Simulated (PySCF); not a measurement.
## Run report: C4H8OSi2, NMR shielding calculation

C4H8OSi2, SMILES O[SiH]1C=C[SiH2]C=C1, computed with GIAO PBE0/pcSseg-1 NMR shielding, non-relativistic, gas phase (PySCF 2.14.0).

The geometry comes from this level: GFN2-xTB. Figures and captions count atoms from 1; the log counts them from 0 in places.

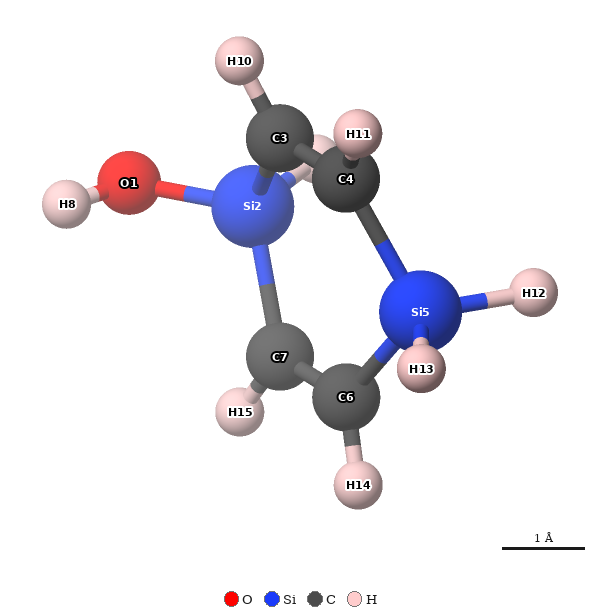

Figure 1. The structure as given in the input (ball-and-stick view, seen at an oblique angle; atoms are numbered from 1 in the order of the input). Bond lengths as drawn: C–C 1.33 Å, C–H 1.09 Å, C–Si 1.88 Å, H–O 0.95 Å, H–Si 1.46 to 1.47 Å and O–Si 1.63 Å.

**Results in brief**

```json
{"quantity": "outcome", "value": "converged"}
{"quantity": "total energy", "value": "−810.893783 hartree"}
{"quantity": "HOMO", "value": "−7.72 eV"}
{"quantity": "LUMO", "value": "−1.17 eV"}
{"quantity": "dipole moment", "value": "1.68 D"}
{"quantity": "isotropic shielding, O", "value": "302.8 ppm"}
{"quantity": "isotropic shielding, Si", "value": "393.7 to 426.6 ppm"}
{"quantity": "isotropic shielding, C", "value": "26.1 to 33.2 ppm"}
{"quantity": "isotropic shielding, H", "value": "24.2 to 30.3 ppm"}
{"quantity": "hardware", "value": "1 CPU thread, shared host"}
{"quantity": "wall time", "value": "37 s"}
{"quantity": "peak memory", "value": "0.79 GiB"}
```

**Input file**
```
{"job": {"kind": "nmr", "xc": "PBE0", "basis": "pcSseg-1"}, "charge": 0, "multiplicity": 1}
O     -2.508194     1.527014     0.060467
Si    -1.063152     0.936300     0.545288
C     -1.076697    -0.944260     0.669405
C     -0.014797    -1.711576     0.432755
Si     1.661380    -1.042371    -0.097549
C      1.394947     0.652679    -0.868612
C      0.329107     1.414299    -0.631456
H     -2.893487     1.287545    -0.778038
H     -0.939915     1.584019     1.850305
H     -2.011573    -1.413161     0.966495
H     -0.105638    -2.788782     0.537875
H      2.557202    -0.936742     1.065141
H      2.257209    -1.946539    -1.095059
H      2.158677     1.010075    -1.553264
H      0.250517     2.379490    -1.125666
```

The first line tells a small driver script what to run in PySCF; the rest is the geometry in Å.

Launch command:
```bash
OMP_NUM_THREADS=1 python <driver script> task.json out
```

**The program's output**
```
coarse grid: 13640 points
cycle   1  E = -810.7258431576  dE =  7.982e-01  |g| = 7.714e-01  |ddm| = 3.664e+00
cycle   2  E = -810.6179996133  dE =  1.078e-01  |g| = 1.086e+00  |ddm| = 1.529e+00
cycle   3  E = -810.8398306696  dE = -2.218e-01  |g| = 1.070e-01  |ddm| = 1.049e+00
cycle   4  E = -810.8419757412  dE = -2.145e-03  |g| = 3.831e-02  |ddm| = 1.305e-01
cycle   5  E = -810.8423556969  dE = -3.800e-04  |g| = 5.720e-03  |ddm| = 4.395e-02
cycle   6  E = -810.8423629078  dE = -7.211e-06  |g| = 2.602e-03  |ddm| = 9.094e-03
final grid: 122872 points
cycle   7  E = -810.8937608185  dE = -1.479e-05  |g| = 9.510e-03  |ddm| = 2.129e-02
cycle   8  E = -810.8937298614  dE =  3.096e-05  |g| = 1.484e-02  |ddm| = 2.099e-02
cycle   9  E = -810.8937820172  dE = -5.216e-05  |g| = 1.581e-03  |ddm| = 1.312e-02
cycle  10  E = -810.8937826461  dE = -6.289e-07  |g| = 3.332e-04  |ddm| = 1.500e-03
cycle  11  E = -810.8937826706  dE = -2.455e-08  |g| = 1.241e-04  |ddm| = 4.162e-04
cycle  12  E = -810.8937826738  dE = -3.119e-09  |g| = 2.569e-05  |ddm| = 1.189e-04
cycle  13  E = -810.8937826739  dE = -1.414e-10  |g| = 2.670e-06  |ddm| = 2.864e-05
```

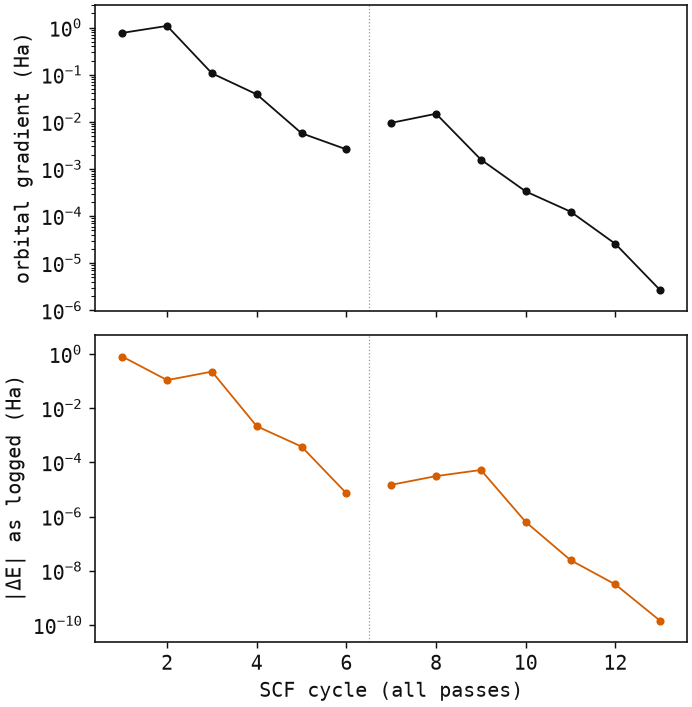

Figure 2. Convergence of the self-consistent field: orbital gradient and size of the energy change against the SCF cycle. The dotted line marks the change from a coarse to the final integration grid. The first 6 cycles use a coarse grid, the final grid takes over at cycle 7, and the field converges after 13 cycles in all.

```
converged SCF energy = -810.8937826739

GIAO shielding tensors (ppm)
atom      isotropic    diamagn.    paramagn.     s11        s22        s33       span
  0 O      302.789     387.010     -84.221    293.260    304.372    310.735     17.475
  1 Si     393.707     880.206    -486.499    361.907    377.468    441.747     79.840
  2 C       26.092     261.542    -235.450    -89.137     -0.283    167.694    256.831
  3 C       33.171     259.908    -226.737    -83.457      2.541    180.429    263.886
  4 Si     426.590     881.770    -455.180    410.412    422.024    447.335     36.923
  5 C       33.189     259.921    -226.732    -83.531      2.652    180.446    263.977
  6 C       26.098     261.542    -235.444    -89.224     -0.259    167.778    257.002
  7 H       30.254      32.025      -1.771     23.053     24.664     43.045     19.993
  8 H       26.734      29.190      -2.455     22.828     25.688     31.687      8.859
  9 H       24.151      30.759      -6.608     21.907     23.977     26.570      4.663
 10 H       24.284      30.139      -5.854     22.843     23.530     26.481      3.638
 11 H       27.269      28.831      -1.562     24.544     24.948     32.313      7.769
 12 H       27.233      29.144      -1.911     24.096     25.423     32.180      8.084
 13 H       24.284      30.133      -5.849     22.840     23.526     26.486      3.646
 14 H       24.152      30.745      -6.594     21.911     23.970     26.574      4.663
```

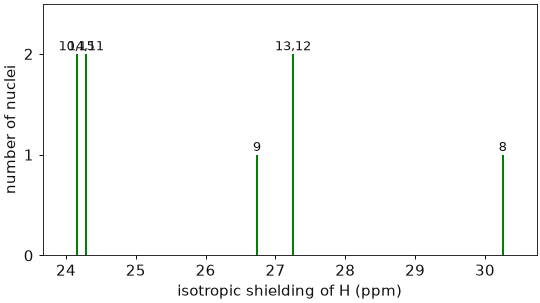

Figure 3. Isotropic shieldings of the hydrogen nuclei in this fixed geometry, labelled by atom number; shielding grows to the right, so chemical shift grows to the left. The least shielded is H10 (24.2 ppm), the most shielded H8 (30.3 ppm).

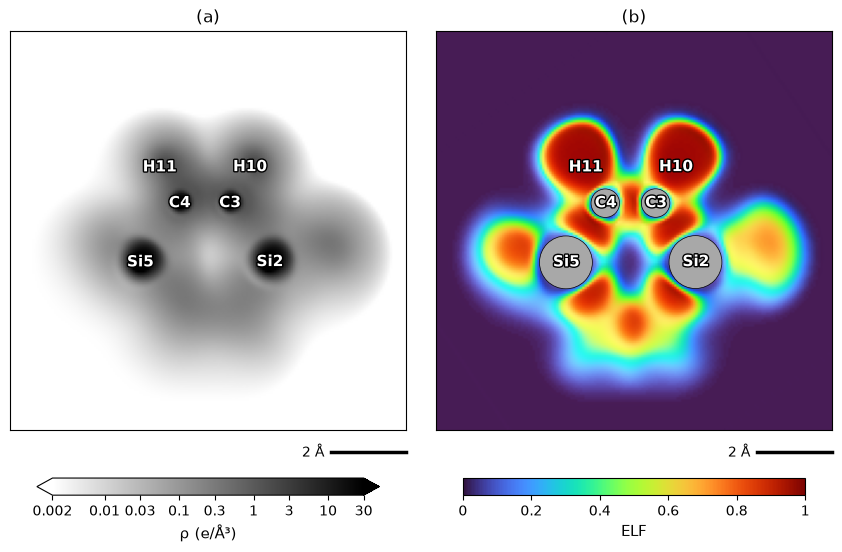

Figure 4. (a) total electron density; (b) electron localisation function on the plane of atoms C3, C4 and H11. Grey discs, where drawn, cover atomic cores. C–C (1.33 Å): ρ at the midpoint is about 2.3 e/Å³; the ELF peaks at about 0.90 between the atoms; a multiple bond by its length, whose ELF region spreads away from the axis. C–Si (1.88 Å): ρ at the midpoint is about 0.94 e/Å³; the ELF peaks at about 0.95 between the atoms, which marks a covalent bond. C–H (1.09 Å): ρ at the midpoint is about 2 e/Å³; the ELF climbs to about 1 towards the hydrogen, as it does in any bond to H; a covalent bond by its length.

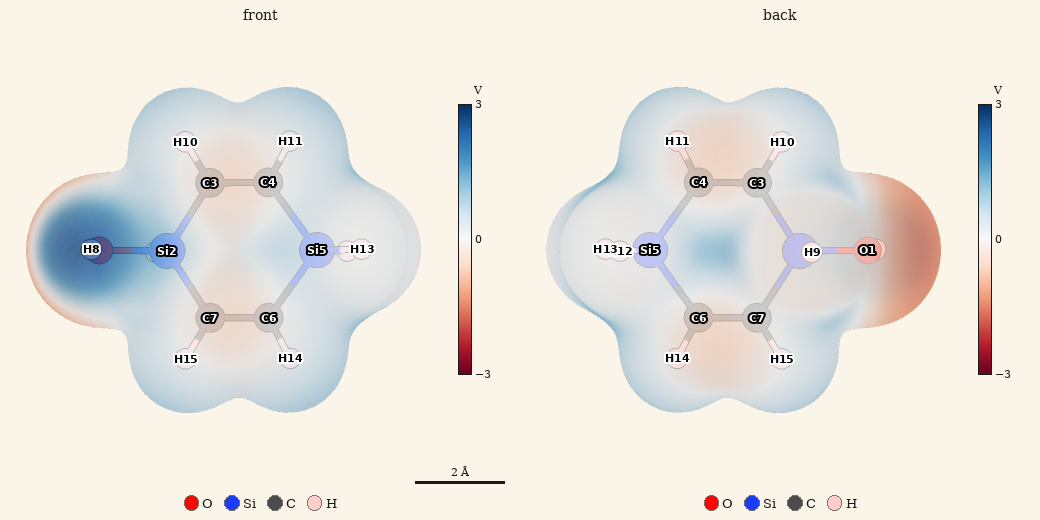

Figure 5. The molecular electrostatic potential painted on the density surface at 0.002 e/bohr³, seen face on and from behind; the colour scale runs from red (negative) to blue (positive). Its dipole moment is 1.68 D.

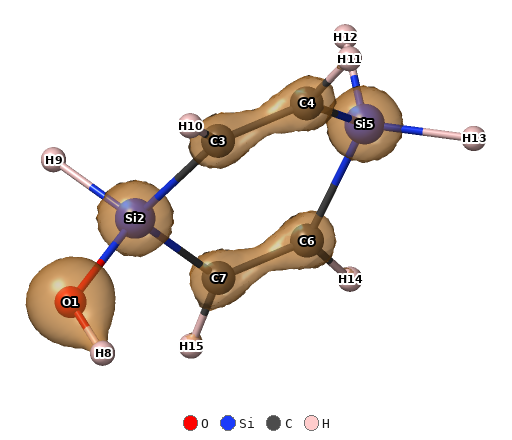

Figure 6. Isosurface of the electron density at 2 e/Å³ (orange), seen at an oblique angle. At this value the surface falls into twelve separate pieces. It is pinched off along the Si–O (1.63 Å) and C–Si (1.88 Å) contacts. On the grid the lowest density along these lines, outside the cores, is 2.3 e/Å³ (C–C, 1.33 Å), 0.98 e/Å³ (Si–O, 1.63 Å), 0.79 e/Å³ (C–Si, 1.88 Å) and 2.4 e/Å³ (O–H, 0.95 Å).
